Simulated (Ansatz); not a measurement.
## Electronic structure of FGaHNO (triplet) in real space

The calculation's input:

```
crystal:
  periodic: [false, false, false]
  atoms:
    - {symbol: F, position_ang: [2.036364, 2.490999, -0.561590]}
    - {symbol: Ga, position_ang: [1.225053, 1.857688, -1.967237]}
    - {symbol: "N", position_ang: [-0.558961, 2.437307, -1.972316]}
    - {symbol: O, position_ang: [-1.463693, 2.243320, -2.738486]}
    - {symbol: H, position_ang: [1.920638, 0.959989, -3.015701]}
basis:
  gaussian: {orbitals: def2-TZVPD}
output: {forces: true, orbitals: {seedname: orbitals}}
total_charge: 0
hamiltonian: {xc: {name: PBE0}}
magnetization: {spin_polarized: true, initial_magnetization: 2}
```

Run with:

```sh
ansatz run input.yaml --threads 1 --pin off --max-ram 2610MiB --events-out events.jsonl --progress --plain --runs-dir runs
```

Geometry: PBE0-D3(BJ)/def2-SVP.

Theory: isolated molecule in a Gaussian basis; Kohn-Sham density functional theory, functional PBE0 in Ansatz.

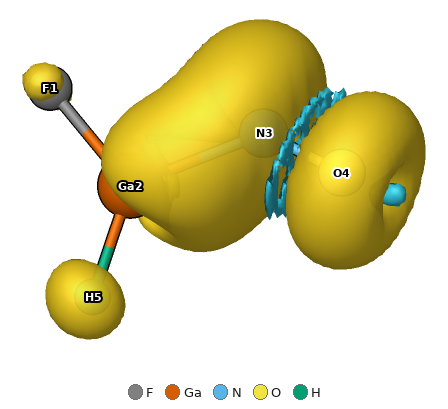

Figure 1. Isosurfaces of the spin density (α minus β) at +0.015 (yellow) and −0.015 e/Å³ (cyan), seen at a tilt.

Question: Which atoms carry the spin?

Answer: The unpaired spin (2 electrons) lies mostly on N3 (about 0.9), O4 (about 0.8) and Ga2 (about 0.2), in electrons by Hirshfeld's partition.

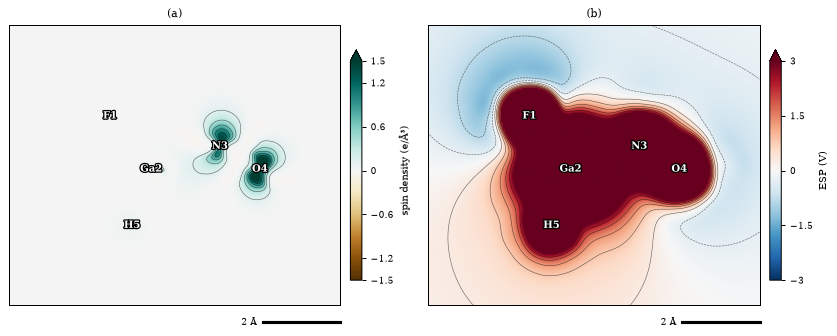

Figure 2. (a) spin density; (b) molecular electrostatic potential on the molecular plane.

Question: Read the bonding off the picture.

Answer: The plane passes through F, Ga, N, O and H nuclei.

Outside the dense part of the molecule the potential is most negative (−1.3 V) near F1.

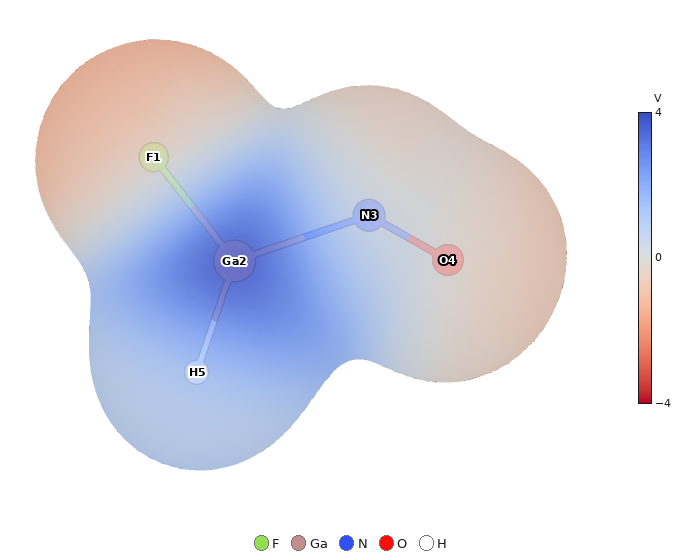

Figure 3. The molecular electrostatic potential painted on the density surface at 0.002 e/bohr³, seen across its widest extent; red is negative and blue positive.

Question: Where is the surface potential most negative and most positive?

Answer: The most negative region (about −1.2 V) lies over F1, the most positive (about +3.4 V) over Ga2.

Question: How polar is the molecule by this calculation?

Answer: Its dipole moment is 2.22 D.
